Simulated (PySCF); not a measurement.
Atomic calculation, with input and output: Ag³⁺

Ag³⁺, configuration 1s2 2s2 2p6 3s2 3p6 3d10 4s2 4p6 4d8, multiplicity 3. Computed at this level: unrestricted PBE0, cc-pVTZ-PP with ECP28, scalar-relativistic core potential (PySCF).

### What the run reported

- outcome: converged
- total energy (valence electrons, under a core potential): −140.310442 hartree
- ⟨S²⟩: 2.001
- ⟨L²⟩: 12.01
- SCF iterations: 7
- hardware: 1 thread of Arm Neoverse N1, 77 GiB of memory available, shared host

### What is odd here

The input is odd on purpose: grid misses charge; radial grid too coarse. The program ran to the end. Its numbers are those of this setting; this run alone doesn't show how far the oddity moves them.

### Input
```python
from pyscf import gto, scf, dft, mp, cc
import basis_set_exchange as bse
txt = bse.get_basis("cc-pVTZ-PP", elements=["Ag"], fmt="nwchem", header=False)
cut = txt.index("\nECP")
mol = gto.M(atom="Ag 0 0 0", charge=3, spin=2, symmetry="D2h",
            basis=gto.basis.parse(txt[:cut]),
            ecp={"Ag": gto.basis.parse_ecp(txt[cut:])})
mf = dft.UKS(mol, xc="PBE0")
mf.irrep_nelec = {'Ag': (3, 1), 'B1g': (1, 1), 'B2g': (1, 1), 'B3g': (1, 1), 'B1u': (1, 1), 'B2u': (1, 1), 'B3u': (1, 1)}
mf.kernel()
```

The script is an equivalent of what the driver set up; the driver started from orbitals of its own, so the log can be shorter than this script's would be, and it computed the properties (radii, ⟨L²⟩, response) afterwards. It also set what the script leaves out: hgrid = 1.2. It held the occupations shell by shell, which the script's counts by irreducible representation don't always enforce.

The run was one of a batch that the task file lists, launched with:
```bash
OMP_NUM_THREADS=1 python <driver script> TASK.json OUT
```

### Output (extracts)
```
damping factor = 0
level_shift factor = 0
DIIS = <class 'pyscf.scf.diis.CDIIS'>
diis_start_cycle = 1
diis_space = 10
diis_damp = 0
SCF conv_tol = 1e-09
SCF conv_tol_grad = None
number electrons alpha = 9  beta = 7
XC functionals = PBE0
    C. Adamo and V. Barone.,  J. Chem. Phys. 110, 6158 (1999)
    M. Ernzerhof and G. E. Scuseria.,  J. Chem. Phys. 110, 5029 (1999)
cycle= 1 E= -140.05217246301  delta_E= -0.292  |g|= 1.05  |ddm|= 3.03
cycle= 2 E= -140.136131224369  delta_E= -0.084  |g|= 0.871  |ddm|= 1.06
cycle= 3 E= -140.310386787187  delta_E= -0.174  |g|= 0.0128  |ddm|= 0.495
cycle= 4 E= -140.310440798457  delta_E= -5.4e-05  |g|= 0.00197  |ddm|= 0.0246
cycle= 5 E= -140.31044198482  delta_E= -1.19e-06  |g|= 0.000205  |ddm|= 0.00144
cycle= 6 E= -140.310442003916  delta_E= -1.91e-08  |g|= 3.93e-06  |ddm|= 0.000254
cycle= 7 E= -140.31044200392  delta_E= -4.86e-12  |g|= 1.84e-07  |ddm|= 9.61e-06
converged SCF energy = -140.31044200392  <S^2> = 2.0010119  2S+1 = 3.0006745
```

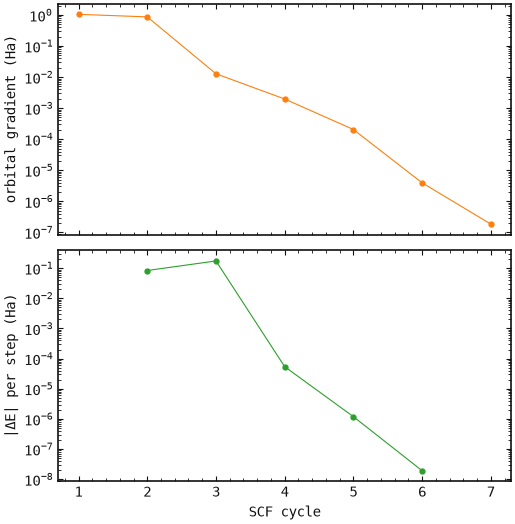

Convergence: orbital gradient and change of the energy from step to step (the smallest changes aren't drawn) against the SCF cycle. The residual falls at every step. It goes from 1.1 to 1.8×10⁻⁷ in 7 steps.

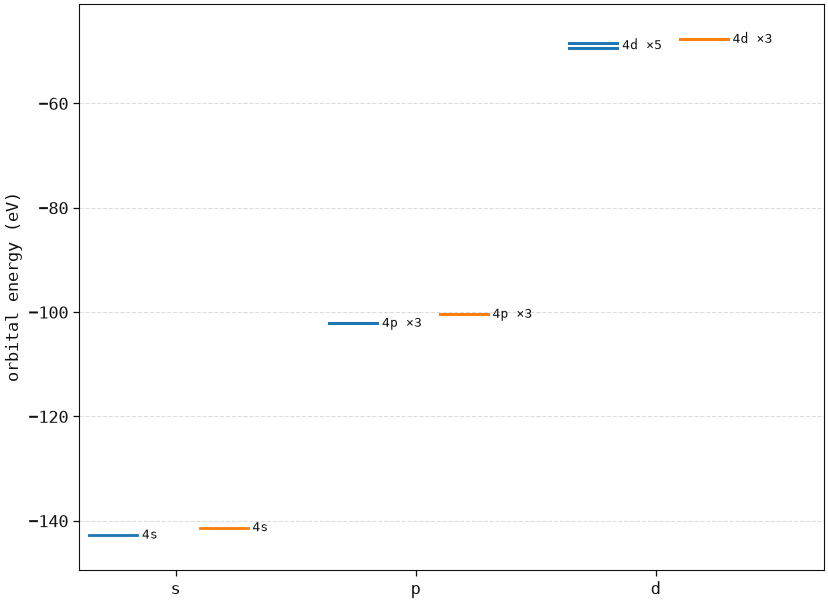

Orbital energies of the mean field, from the top down to −142.8 eV, by angular momentum, α spin at the left of each column and β at the right; ×n counts the orbitals under one label. The highest filled orbital is 4d β at −47.7 eV, the lowest empty one d β at −42.6 eV.
